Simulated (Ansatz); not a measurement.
## From Hf(NH2)3F to Hf(OH)3F: predicting a member

On one Hf centre that keeps F, n of the NH2 ligands are replaced by OH. The HOMO–LUMO gap y in eV at wB97M-V/def2-TZVPP. Shapes: PBE0-D4/def2-TZVP. Flexible molecules stand in one conformer, not always the lowest. Programs: Ansatz 0.2.0.

| molecule | n | y (eV) |
| --- | --- | --- |
| Hf(NH2)3F | 0 | 10.55 |
| Hf(NH2)2(OH)F | 1 | ? |
| Hf(NH2)(OH)2F | 2 | 10.63 |
| Hf(OH)3F | 3 | 12.41 |

Task: Fit y = c + s·n to the known rows and predict Hf(NH2)2(OH)F.

Result: 
1. Means of the 3 rows: n = 1.66667, y = 11.197.
2. Σ(Δn)² = 4.6667, Σ(Δn·Δy) = 2.5067, so the slope is 2.5067/4.6667 = 0.53715.
3. Intercept: 11.197 − (0.53715) × 1.66667 = 10.302. The largest residual of the fit is 0.75.
4. Hf(NH2)2(OH)F: 10.302 + (0.53715) × 1 = 10.84 eV.

The run gave 10.60 eV, so the prediction is off by +0.24 eV, within the largest residual. The step per swap drifts from +0.05 to +1.78 eV. Other levels give for Hf(NH2)2(OH)F: PBE-D4/def2-TZVPP 4.96; B3LYP-D4/def2-TZVPP 6.51 eV. Orbital gaps aren't excitation energies, and the LUMO depends on the basis. At 1 other level on record the series doesn't rise at every step. For atoms past krypton def2 sets carry core potentials with scalar relativity.

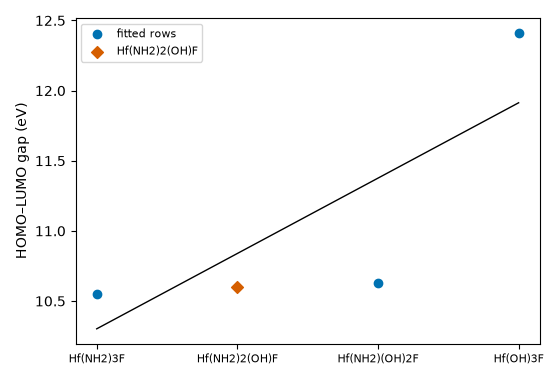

The fitted line, with the withheld member.
